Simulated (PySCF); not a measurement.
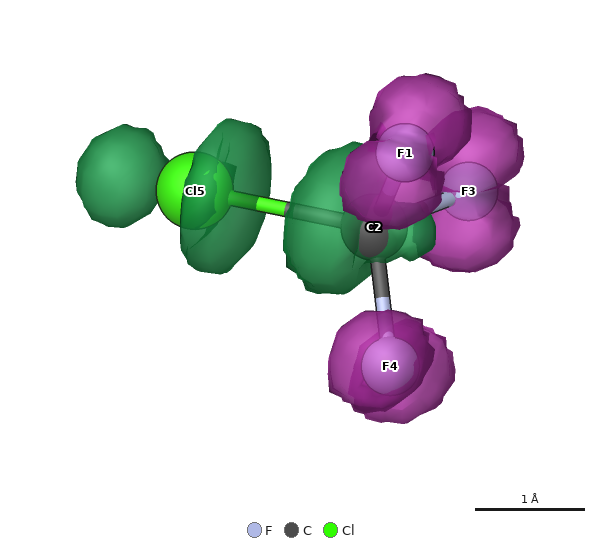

Figure 1: CClF₃, SMILES `FC(F)(F)Cl`. Unrelaxed difference density of S₃ less the ground state (full linear response singlet states), ±0.1 e/Å³; green: gain, purple: loss.

PySCF calculation, CAM-B3LYP/6-311G**, gas phase; geometry: GFN2-xTB. No frequency check shows the geometry to be a minimum. GFN2-xTB bond lengths at metals and heavier atoms can be off by up to 0.1 Å and shapes distorted, which carries into these values. Without diffuse functions Rydberg states are missing, so the states' numbers hold for this basis only.

Q: How does the charge move on excitation?

A: 0.93 e is displaced in all, of which about 0.8 e passes between atoms: F1, F3 and F4 (0.28 e each) lose electrons and Cl5 (0.55 e) and C2 (0.29 e) gain them. The state: 10.96 eV (113 nm), f = 0.000 (dark); the leading pair carries 100 %; hole on F1, F3 and F4 (32 % each), electron on Cl5 (55 %) and C2 (33 %); their centroids lie 1.7 Å apart; S₄ lies within 0.1 eV of it.
